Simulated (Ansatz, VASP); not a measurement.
# CuI (Marshite): VASP beside Ansatz, part 2 of 2

One calculation is typed for both programs; each brings its own data sets and cutoff. How far apart do they land?

VASP 6.6.1 and Ansatz 0.2.0.

So far: Set-up; Ansatz: band structure, HSE03; VASP: band structure, HSE03.

The database entry behind the starting cell differs from later determinations by our own check (about 0.15 % long (mineral sample)), so it need not match the best structure at ambient conditions.

### 3. VASP: band structure, HSE03 (continued)

Level of this step: HSE03; plane waves and PAW (Cu, I) (VASP).

Numbers of over 12 decimals in the logs are rounded to 6 here.

Parts of OUTCAR (step 3):

```text
ion  position               nearest neighbor table
   1  0.250  0.250  0.250-   2 2.63   2 2.63   2 2.63   2 2.63
   2  0.000  0.000  0.000-   1 2.63   1 2.63   1 2.63   1 2.63

  LATTYP: Found a face centered cubic cell.
 ALAT       =     6.0630000000

 Subroutine GETGRP returns: Found 24 space group operations
 (whereof 24 operations were pure point group operations)

The static configuration has the point symmetry T_d .

 Found      8 irreducible k-points:

   k-points           NKPTS =      8   k-points in BZ     NKDIM =     64   number of bands    NBANDS=     15

   dimension x,y,z NGX =    28 NGY =   28 NGZ =   28
   dimension x,y,z NGXF=    56 NGYF=   56 NGZF=   56

   ENCUT  =  400.0 eV  29.40 Ry    5.42 a.u.   6.99  6.99  6.99*2*pi/ulx,y,z

   NELECT =      18.0000    total number of electrons

 k-points in reciprocal lattice and weights: Automatic mesh
   0.00000000  0.00000000  0.00000000       0.016
   0.25000000  0.00000000  0.00000000       0.125
   0.50000000  0.00000000  0.00000000       0.062
   0.25000000  0.25000000  0.00000000       0.094
   0.50000000  0.25000000  0.00000000       0.375
  -0.25000000  0.25000000  0.00000000       0.188
   0.50000000  0.50000000  0.00000000       0.047
  -0.25000000  0.50000000  0.25000000       0.094

  exchange ACFDT corr.  =         0.00000000  see jH, gK, PRB 81, 115126

 average (electrostatic) potential at core
       1 -58.2709       2 -88.8336

 E-fermi :   3.7175

 k-point     1 :       0.0000    0.0000    0.0000
  band No.  band energies     occupation
    ...
      5       1.1750      2.00000
      6       1.1750      2.00000
      7       3.6032      2.00000
      8       3.6033      2.00000
      9       3.6033      2.00000
     10       5.9808      0.00000
     11       9.6786      0.00000
     12       9.6786      0.00000
     13       9.6786      0.00000
     14      13.2287      0.00000
    ...

 k-point     2 :       0.2500    0.0000    0.0000
  band No.  band energies     occupation
    ...
      5       1.1661      2.00000
      6       1.1661      2.00000
      7       1.9804      2.00000
      8       3.1764      2.00000
      9       3.1765      2.00000
     10       7.1224      0.00000
     11      10.2483      0.00000
     12      10.2483      0.00000
     13      10.2772      0.00000
     14      13.5446      0.00000
    ...

 k-point     3 :       0.5000    0.0000    0.0000
  band No.  band energies     occupation
    ...
      5       1.1986      2.00000
      6       1.1986      2.00000
      7       1.2513      2.00000
      8       2.7842      2.00000
      9       2.7842      2.00000
     10       6.9767      0.00000
     11      10.1800      0.00000
     12      10.1800      0.00000
     13      12.1888      0.00000
     14      14.1291      0.00000
    ...

  energy-cutoff  :      400.00
  volume of cell :       55.72
      direct lattice vectors                 reciprocal lattice vectors
     0.000000000  3.031500000  3.031500000    -0.164934851  0.164934851  0.164934851
     3.031500000  0.000000000  3.031500000     0.164934851 -0.164934851  0.164934851
     3.031500000  3.031500000  0.000000000     0.164934851  0.164934851 -0.164934851

 POSITION                                       TOTAL-FORCE (eV/Angst)
 -----------------------------------------------------------------------------------
      1.51575      1.51575      1.51575        -0.000000     -0.000000     -0.000000
      0.00000      0.00000      0.00000         0.000000      0.000000      0.000000
 -----------------------------------------------------------------------------------
    total drift:                               -0.000292     -0.000237     -0.000172

  FREE ENERGIE OF THE ION-ELECTRON SYSTEM (eV)
  ---------------------------------------------------
  free  energy   TOTEN  =        -6.2375885441 eV

  energy  without entropy=       -6.2375885441  energy(sigma->0) =       -6.23758854

 total charge
# of ion       s       p       d       tot
------------------------------------------
    1        0.295   0.252   9.420   9.968
    2        1.489   2.870   0.044   4.403
--------------------------------------------------
tot          1.784   3.122   9.464  14.371

[... 3 further parts left out ...]
```

### 4. Comparison

Known differences besides the PAW data sets themselves: exact exchange at q = 0 is treated differently, which shows on coarse meshes; VASP keeps PBE cores, Ansatz makes them for the functional; the data sets hold 36 valence electrons in Ansatz (default PAW (the set named soft_2) files) and 18 in VASP; the cutoff is 420 eV in Ansatz and 400 eV in VASP; VASP takes a coarser grid for exact exchange (PRECFOCK = Fast). Total energies have different zeros and are not compared.

Both answers:

| quantity | Ansatz | VASP | difference |
| --- | --- | --- | --- |
| gap over the path points (eV) | 2.432 | 2.377 | +0.055 |

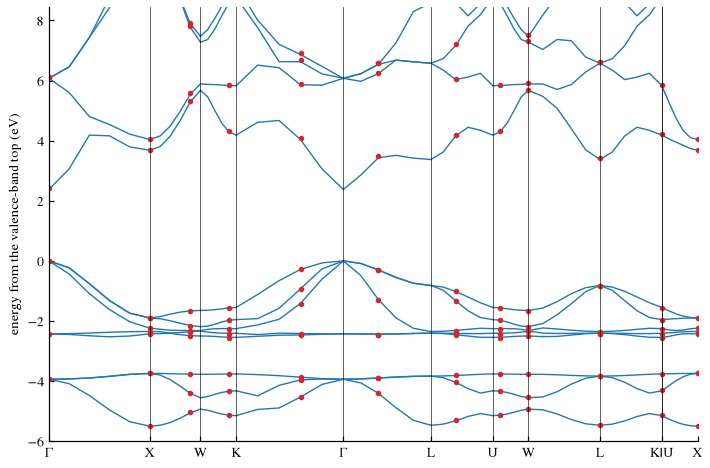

Bands from VASP (lines) and levels from Ansatz (dots). Dots without a line are higher empty bands that the VASP plot leaves out.

Levels at points of the path, from each program's valence-band top (eV; 4 filled, then empty):

| k (reciprocal lattice) | Ansatz | VASP |
| --- | --- | --- |
| 0.000 0.000 0.000 | -2.44 0.00 0.00 0.00 2.43 6.12 6.12 | -2.43 0.00 0.00 0.00 2.38 6.08 6.08 |
| 0.500 0.000 0.500 | -2.36 -2.25 -1.91 -1.91 3.70 4.06 10.61 | -2.35 -2.24 -1.90 -1.90 3.68 4.04 10.61 |
| 0.500 0.200 0.700 | -2.36 -2.33 -2.16 -1.67 5.31 5.58 7.81 | -2.35 -2.32 -2.15 -1.66 5.29 5.55 7.77 |
| 0.400 0.350 0.750 | -2.42 -2.27 -1.98 -1.57 4.31 5.86 8.63 | -2.41 -2.25 -1.97 -1.56 4.29 5.83 8.59 |
| 0.150 0.150 0.300 | -2.43 -1.42 -0.93 -0.28 4.08 5.89 6.67 | -2.42 -1.42 -0.93 -0.28 4.04 5.86 6.63 |
| 0.200 0.200 0.200 | -2.45 -1.29 -0.30 -0.30 3.48 6.27 6.58 | -2.44 -1.28 -0.30 -0.30 3.43 6.23 6.54 |
| 0.550 0.400 0.550 | -2.43 -2.33 -1.33 -1.01 4.19 6.06 7.21 | -2.41 -2.31 -1.32 -1.01 4.16 6.03 7.16 |
| 0.600 0.250 0.650 | -2.42 -2.27 -1.98 -1.57 4.31 5.86 8.63 | -2.41 -2.25 -1.97 -1.56 4.29 5.83 8.59 |
| 0.500 0.250 0.750 | -2.34 -2.33 -2.20 -1.66 5.69 5.92 7.32 | -2.34 -2.32 -2.19 -1.65 5.67 5.89 7.28 |
| 0.500 0.500 0.500 | -2.42 -2.37 -0.82 -0.82 3.41 6.62 6.62 | -2.40 -2.35 -0.82 -0.82 3.37 6.58 6.58 |

Among the levels compared (up to four filled and three empty ones at each point), filled levels agree within 14 meV and empty ones within 55 meV.

### 5. What came out

| Quantity | Value |
| --- | --- |
| difference in gap over the path points (band structure, HSE03) | 0.055 eV |

**Reading.** The difference in gap over the path points is 0.055 eV (band structure, HSE03), within the 0.08 eV picked in this series as the mark of a large difference. Differences of this kind measure data sets and numerical settings, not the functional's error against experiment.

[Lines on the potential files, build, host, timing and source positions are cut from VASP's logs without a mark.]

[Logs are printed without paths, hosts, clocks, repeated set-up lines and the standing remarks that a program may print on its own settings, such as how far it seeks lower states.]

[Hosts, paths, dates, database ids (printed as entryN), source tags and the programs' standing remarks are cut or masked in the printed files.]
